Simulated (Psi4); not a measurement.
**UM06-L/def2-SVP (core potential) run of InNH2Cl (SMILES [NH2][In][Cl])**

Aim: the energy change on altering one bond length of InNH2Cl at UM06-L/def2-SVP (core potential), from 2 runs. 

Program for the calculation: Psi4 1.11.

1 further run of the same task is left out (it didn't finish).

## 1. Starting point

InNH2Cl: 5 atoms, total charge 0, spin state doublet. As SMILES, `[NH2][In][Cl]`. Geometry: relaxed at PBE0-D4/def2-TZVP. This is one conformer, not always the lowest.

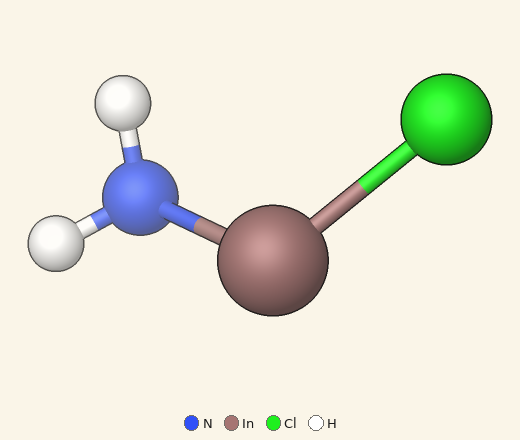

The structure, seen from a chosen angle (nitrogen blue, indium brown, chlorine green, hydrogen white).

## 2. A single-point energy at UM06-L/def2-SVP (core potential)

The input, job.py:

```python
import psi4

psi4.set_memory('2200 MB')
psi4.set_num_threads(1)
psi4.core.set_output_file('output.dat', False)

geom = psi4.geometry("""
0 2
N     -0.142600     0.808600    -0.493900
In    -0.411600    -1.217800    -0.153300
Cl     1.391500    -2.211500     1.018700
H     -0.999700     1.283800    -0.756700
H      0.212300     1.263200     0.343800
symmetry c1
""")

psi4.set_options({
    'basis': 'def2-SVP',
    'reference': 'uks',
    'puream': True,
    'e_convergence': 1e-09,
    'd_convergence': 1e-08,
    'scf_type': 'pk',
    'dft_radial_points': 99,
    'dft_spherical_points': 590,
    'maxiter': 100,
})

energy_value, wavefunction = psi4.energy("M06-L", molecule=geom, return_wfn=True)
psi4.oeprop(wavefunction, "MULLIKEN_CHARGES", "MAYER_INDICES", "QUADRUPOLE", title="M06-L")
print(f'M06-L energy: {energy_value:.10f} Eh')
for k, v in sorted(psi4.core.scalar_variables().items()):
    print(f'{k:45s} {v:18.10f}')
```

On the command line:

```sh
$ python job.py
```

output.dat, cut to the lines that bear on the results:

```text
[...]
    !!!  WARNING: ECP capability is in beta. Please check occupations closely.  !!!
[...]
  Running in c1 symmetry.
[...]
  Nuclear repulsion =  154.716518533842446
[...]
  Multiplicity = 2
[...]
  Nalpha       = 24
  Nbeta        = 23
[...]
    Number of basis functions: 68
[...]
   @UKS iter   1:  -705.87887250920130   -7.77671e-01   1.32446e-02 DIIS/ADIIS
[...]
   @UKS iter  14:  -706.27408822286554   -5.22959e-12   7.20745e-09 DIIS
[...]
   @S^2 Observed:                7.538386476E-01
[...]
    Orbital Energies [Eh]
    ---------------------
    Alpha Occupied:
       1A   -101.093170     2A    -14.182488     3A     -9.361912
       4A     -7.071909     5A     -7.066295     6A     -7.066014
       7A     -4.596135     8A     -3.016270     9A     -3.011416
      10A     -3.008327    11A     -0.815952    12A     -0.755743
      13A     -0.722783    14A     -0.721045    15A     -0.720610
      16A     -0.712494    17A     -0.697210    18A     -0.444932
      19A     -0.388237    20A     -0.314297    21A     -0.269741
      22A     -0.265024    23A     -0.253101    24A     -0.190144
    Alpha Virtual:
      25A     -0.060983    26A      0.010821    27A      0.023652
[...]
  @UKS Final Energy:  -706.27408822286554
   => Energetics <=
    Nuclear Repulsion Energy =            154.7165185338424465
    One-Electron Energy =               -1355.1550081829743704
    Two-Electron Energy =                 547.0173682058238001
    DFT Exchange-Correlation Energy =     -52.8529667795573985
    Empirical Dispersion Energy =           0.0000000000000000
    VV10 Nonlocal Energy =                  0.0000000000000000
    Total Energy =                       -706.2740882228655437
[...]
 Multipole Moments:
 ------------------------------------------------------------------------------------
     Multipole            Electronic (a.u.)      Nuclear  (a.u.)        Total (a.u.)
 ------------------------------------------------------------------------------------
 L = 1.  Multiply by 2.5417464519 to convert [e a0] to [Debye]
 Dipole X            :        -26.9029100           25.7573826           -1.1455274
 Dipole Y            :         -4.3007032            5.0215680            0.7208648
 Dipole Z            :        -13.9180765           13.6131492           -0.3049273
 Magnitude           :                                                    1.3873932
 L = 2.  Multiply by 1.3450342976 to convert [e a0^2] to [Debye ang]
 Quadrupole XX       :       -167.4705174          135.3146268          -32.1558906
 Quadrupole XY       :         97.6101922          -97.7500266           -0.1398343
[...]
  Mulliken Charges: (a.u.)
   Center  Symbol    Alpha    Beta     Spin     Total
       1     N     3.88521  3.56379  0.32142 -0.44900
       2    IN    10.51133  9.94948  0.56184  0.53919
       3    CL     8.75407  8.62625  0.12782 -0.38032
       4     H     0.42135  0.43277 -0.01141  0.14588
       5     H     0.42804  0.42771  0.00034  0.14425
   Total alpha = 24.00000, Total beta = 23.00000, Total charge = -0.00000
  Mayer Bond Indices:
  Total Bond Index:
[...]
```

Standard output:

```text
M06-L energy: -706.2740882229 Eh
CURRENT ENERGY                                   -706.2740882229
CURRENT REFERENCE ENERGY                         -706.2740882229
DD SOLVATION ENERGY                                 0.0000000000
DFT FUNCTIONAL TOTAL ENERGY                      -706.2740882229
DFT TOTAL ENERGY                                 -706.2740882229
DFT VV10 ENERGY                                     0.0000000000
DFT XC ENERGY                                     -52.8529667796
GRID ELECTRONS ALPHA                               24.0000003140
GRID ELECTRONS BETA                                23.0000003425
GRID ELECTRONS TOTAL                               47.0000006565
NUCLEAR REPULSION ENERGY                          154.7165185338
ONE-ELECTRON ENERGY                             -1355.1550081830
PCM POLARIZATION ENERGY                             0.0000000000
PE ENERGY                                           0.0000000000
SCF ITERATION ENERGY                             -706.2740882229
SCF ITERATIONS                                     14.0000000000
SCF TOTAL ENERGY                                 -706.2740882229
TWO-ELECTRON ENERGY                               547.0173682058
XC GRID RADIAL POINTS                              99.0000000000
XC GRID SPHERICAL POINTS                          590.0000000000
XC GRID TOTAL POINTS                           277891.0000000000
```

It took 43 s on 1 thread of Intel Xeon at 2.50GHz (Skylake/Cascade Lake), shared host; peak memory 1.3 GiB.

## 3. The distorted shape, same level

The input, input.json:

```json
{
 "schema_name": "qcschema_input",
 "schema_version": 1,
 "molecule": {
  "schema_name": "qcschema_molecule",
  "schema_version": 2,
  "symbols": ["N", "In", "Cl", "H", "H"],
  "geometry": [-1.97314242, 2.46693541, -2.04070579, -2.48147874, -1.36240561, -1.39706508, 2.6295539, -4.17912932, 1.925064, -3.59282668, 3.36493326, -2.53732582, -1.30247861, 3.32600491, -0.45768222],
  "molecular_charge": 0,
  "molecular_multiplicity": 2,
  "fix_symmetry": "c1",
  "fix_com": true,
  "fix_orientation": true
 },
 "driver": "energy",
 "model": {
  "method": "m06-l",
  "basis": "def2-SVP"
 },
 "keywords": {
  "reference": "uks",
  "puream": true,
  "e_convergence": 1e-09,
  "d_convergence": 1e-08,
  "scf_type": "pk",
  "dft_radial_points": 99,
  "dft_spherical_points": 590,
  "maxiter": 100,
  "scf_properties": ["MULLIKEN_CHARGES", "DIPOLE", "WIBERG_LOWDIN_INDICES"]
 }
}
```

On the command line:

```sh
$ psi4 --qcschema input.json -n 1 --memory 2200MB
```

stdout, cut to the lines that bear on the results:

```text
[...]
    !!!  WARNING: ECP capability is in beta. Please check occupations closely.  !!!
[...]
  Running in c1 symmetry.
[...]
  Nuclear repulsion =  123.518662150726925
[...]
  Multiplicity = 2
[...]
  Nalpha       = 24
  Nbeta        = 23
[...]
    Number of basis functions: 68
[...]
   @UKS iter   1:  -705.82019287122193   -9.05619e-01   1.33017e-02 DIIS/ADIIS
[...]
   @UKS iter  20:  -706.21965884026383   -1.13687e-12   6.10097e-09 DIIS
[...]
   @S^2 Observed:                7.560050024E-01
[...]
  @UKS Final Energy:  -706.21965884026383
   => Energetics <=
    Nuclear Repulsion Energy =            123.5186621507269251
    One-Electron Energy =               -1292.9163703835897650
    Two-Electron Energy =                 515.9593531742043524
    DFT Exchange-Correlation Energy =     -52.7813037816052528
    Empirical Dispersion Energy =           0.0000000000000000
    VV10 Nonlocal Energy =                  0.0000000000000000
    Total Energy =                       -706.2196588402638326
[...]
 Multipole Moments:
 ------------------------------------------------------------------------------------
     Multipole            Electronic (a.u.)      Nuclear  (a.u.)        Total (a.u.)
 ------------------------------------------------------------------------------------
 L = 1.  Multiply by 2.5417464519 to convert [e a0] to [Debye]
 Dipole X            :         24.0085631          -26.1159395           -2.1073763
 Dipole Y            :         77.0531700          -75.6962302            1.3569398
 Dipole Z            :         12.9902212          -13.8922272           -0.9020060
 Magnitude           :                                                    2.6638197
[...]
  Mulliken Charges: (a.u.)
   Center  Symbol    Alpha    Beta     Spin     Total
       1     N     3.87143  3.59334  0.27809 -0.46477
       2    IN    10.34080 10.12098  0.21982  0.53821
       3    CL     8.94136  8.42575  0.51561 -0.36711
       4     H     0.42390  0.43296 -0.00906  0.14314
       5     H     0.42251  0.42697 -0.00446  0.15052
   Total alpha = 24.00000, Total beta = 23.00000, Total charge =  0.00000
  Wiberg Bond Indices using Orthogonal Lowdin Orbitals:
  Total Bond Index:
[...]
```

The result, in JSON:

```text
{
 "driver": "energy",
 "model": {
  "method": "m06-l",
  "basis": "def2-SVP"
 },
 "success": true,
 "return_result": -706.2196588402638,
 "properties": {
  "calcinfo_nbasis": 68,
  "calcinfo_nmo": 68,
  "calcinfo_nalpha": 24,
  "calcinfo_nbeta": 23,
  "calcinfo_natom": 5,
  "nuclear_repulsion_energy": 123.51866215072693,
  "return_energy": -706.2196588402638,
  "scf_one_electron_energy": -1292.9163703835898,
  "scf_two_electron_energy": 515.9593531742044,
  "scf_xc_energy": -52.78130378160525,
  "scf_dipole_moment": [-2.1073763310826408, 1.3569398046593335, -0.9020060058956307],
  "scf_total_energy": -706.2196588402638,
  "scf_iterations": 20
 }
}
```

Wall time 56 s (1 thread of Intel Xeon at 2.50GHz (Skylake/Cascade Lake), shared host); peak memory 1.3 GiB.

## 4. Summary of results

Level: UM06-L/def2-SVP (core potential).

| quantity | value |
| --- | --- |
| first shape: total energy | -706.27409 Eh |
| first shape: dipole moment | 3.53 D |
| first shape: HOMO energy (highest over α and β) | -5.17 eV |
| first shape: LUMO energy (lowest over α and β) | -4.40 eV |
| first shape: ⟨S²⟩ | 0.754 |
| distorted shape: total energy | -706.21966 Eh |
| distorted shape: dipole moment | 6.77 D |
| distorted shape: HOMO energy (highest over α and β) | -5.64 eV |
| distorted shape: LUMO energy (lowest over α and β) | -5.37 eV |
| distorted shape: ⟨S²⟩ | 0.756 |
| energy change with the In2–Cl3 bond stretched from 2.369 to 3.553 Å | 1.481 eV |

With the In2–Cl3 bond stretched from 2.369 to 3.553 Å the energy rises by 1.48 eV (34 kcal/mol). The first shape isn't relaxed at this level, so the change isn't measured from a minimum.
